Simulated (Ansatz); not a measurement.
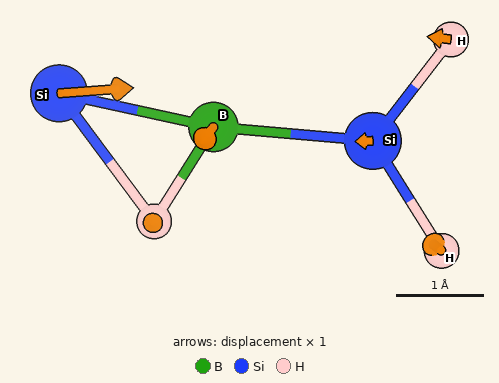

This is a relaxation of BSi$_{2}$H$_{3}$. The starting structure is drawn; orange arrows show the displacements, at their true length. The two geometries are superimposed by the best rigid fit.

The picture is a ball-and-stick view, seen face on.

It is one of the separated reactants of a reaction.

All numbers below come from Ansatz, RKS PBE0-D4/def2-TZVP.

Input file:
```yaml
crystal:
  periodic: [false, false, false]
  atoms:
    - {symbol: B, position_ang: [0.508182, 0.146742, 0.584241]}
    - {symbol: Si, position_ang: [-0.728052, 0.138732, -0.812695]}
    - {symbol: Si, position_ang: [1.651693, 0.371675, 2.017396]}
    - {symbol: H, position_ang: [-1.198581, -1.064175, -1.583689]}
    - {symbol: H, position_ang: [-1.405439, 1.380612, -1.316367]}
    - {symbol: H, position_ang: [1.030237, -0.998240, 0.941949]}
basis:
  gaussian: {orbitals: def2-TZVP}
hamiltonian: {xc: pbe0, dispersion: d4}
relax: {f_tol: 0.005, max_steps: 200}
```

Run as
```bash
ansatz run in.yaml --threads 2 --pin off --events-out ev --progress --plain --max-ram 4352MiB
```

Question: Atoms of which element are displaced furthest, and by how much?

Answer: Silicon: up to 1.05 Å, against 0.77 Å for boron.

Question: What did the optimiser do to the structure, and how much energy did it gain?

Answer: Si3 moves most after the best rigid fit: 1.05 Å. By element the largest moves are Si 1.05 Å, B 0.77 Å, H 0.50 Å. Among the contacts that change: Si2–Si3 3.705 → 2.823 Å, B1–H6 1.308 → 1.276 Å, B1–Si2 1.865 → 1.840 Å, Si2–H5 1.502 → 1.484 Å. Among the angles between lasting bonds that change: Si2–B1–Si3 172.6° → 100.5°, Si2–B1–H6 117.7° → 108.5°. The energy falls by 4.91 kcal/mol in 23 accepted moves (27 points after the start). The largest force component goes from 0.5 to 0.0017 eV/Å. The line search rejected the trial steps at points 7, 9, 13, 23 of the run.
